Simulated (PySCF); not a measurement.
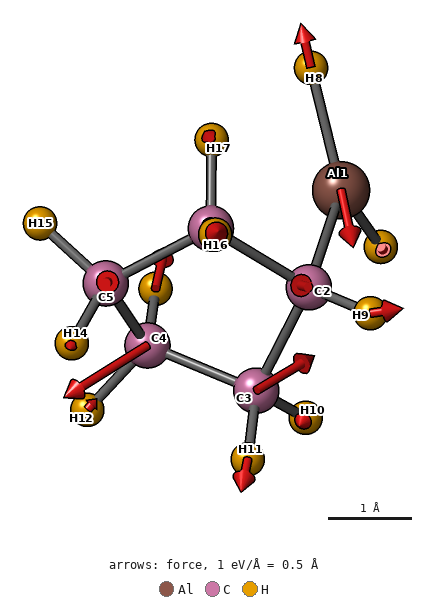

Starting geometry of C5H11Al with the computed forces as red arrows. Style: ball-and-stick. Shown from a free direction.

The start comes from GFN2-xTB. Its atoms were then displaced at random by about 0.01 Å.

Theory: PBE0-D3(BJ)/def2-SVP geometry optimisation, gas phase in PySCF. 

**What follows when this structure is relaxed?**

It isn't relaxed: the largest force vector, on a C atom, is 2.81 eV/Å. The final displacements have little in common with the starting forces (cosine between the two patterns 0.12). Over 9 geometry steps the energy falls by 32.9 kJ/mol. An H atom moves most after the best rigid fit: 0.56 Å. Largest moves by element: H 0.56 Å, Al 0.24 Å, C 0.23 Å. Near-neighbour distances that change, for instance: Al–C 3.039 → 3.485 Å, Al–H 1.521 → 1.597 Å, Al–C 2.037 → 1.972 Å, C–H 1.067 → 1.108 Å. Among the angles between lasting bonds that change: Al–C–H 124.3° → 105.4°, Al–C–C 101.5° → 112.1°, Al–C–C 103.7° → 113.7°.
